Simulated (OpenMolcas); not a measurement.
Exact exchange and the electronic atomisation energy of PO

PO: 2 atoms, total charge 0, spin state doublet. SMILES: `O=[P]`. The shape is that of a PBE0-D4/def2-TZVP optimisation.

The electronic atomisation energy y, in eV, basis cc-pVTZ; a is the functional's share of exact exchange. Programs: OpenMolcas 26.06.

| functional | program | a | y (eV) |
| --- | --- | --- | --- |
| UBLYP | OpenMolcas | 0 | 6.46 |
| UPBE | OpenMolcas | 0 | 6.50 |
| UB3LYP | OpenMolcas | 0.2 | 6.09 |
| UPBE0 | OpenMolcas | 0.25 | ? |
| UBHLYP | OpenMolcas | 0.5 | 5.34 |

**Question.** Fit y = c + s·a to the known rows and predict UPBE0.

**Answer.** 
1. Means of the 4 rows: a = 0.1750, y = 6.098.
2. Σ(Δa)² = 0.1675, Σ(Δa·Δy) = -0.38025, so the slope is -0.38025/0.1675 = -2.2701.
3. Intercept: 6.098 − (-2.2701) × 0.1750 = 6.495. The largest residual of the fit is 0.049.
4. UPBE0: 6.495 + (-2.2701) × 0.25 = 5.93 eV.

The run gave 5.86 eV, so the prediction is off by +0.07 eV, about the scatter of the fit.

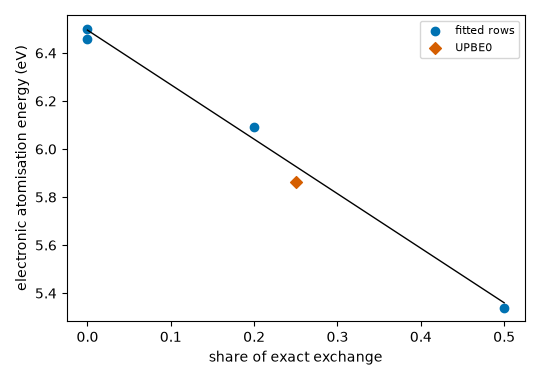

The fitted line, with the withheld row.
